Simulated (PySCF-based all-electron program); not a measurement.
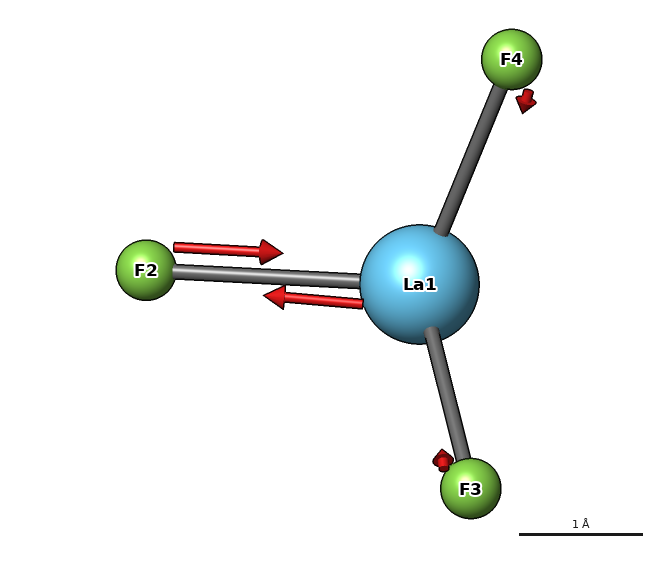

Arrows show the forces on the atoms, 0.4 Å of arrow for 1 eV/Å; forces under a tenth of the largest aren't drawn. The species is neutral and a spin singlet. Level of theory: r2SCAN, all-electron, scalar-relativistic (Koelling-Harmon), large uncontracted Gaussian sets (PySCF-based all-electron program).

### On which atom is the force largest, and how large is it?

On F2: 2.32 eV/Å.

### Which bond do the forces act along most?

La1–F2, now 2.330 Å: the forces pull its atoms together, so a first step downhill shortens it.

List the force components in the frame of the picture (x right, y up, z towards the viewer), in eV/Å.

```tsv
atom	Fx	Fy	Fz
La1	−2.06	0.18	−0.11
F2	2.23	−0.12	0.63
F3	−0.04	0.43	−0.32
F4	−0.13	−0.48	−0.20
```
